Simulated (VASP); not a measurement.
Band structure of CaB6 (cab6). All values below come from LDA (Ceperley-Alder, Perdew-Zunger), VASP's LDA PAW potentials (set 64) (plane waves; VASP).

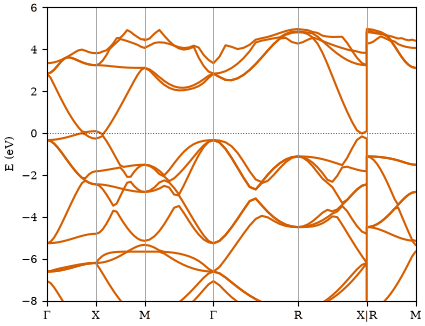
Figure. Bands along high-symmetry lines, zero at the valence-band maximum or, without a gap, the Fermi level

Q: Read the plot: is there a gap, and where are the band edges?

A: It has no gap at this level: it comes out as a metal or semimetal. (Edges off the drawn lines would not show.)

Measured: gap 1.00 eV (computed value off by -1.00 eV), as given by Zhigang Wu et al., Physical Review B (2004), arXiv:cond-mat/0401246.

The compound is CaB6 in the cab6 structure. It was relaxed first.
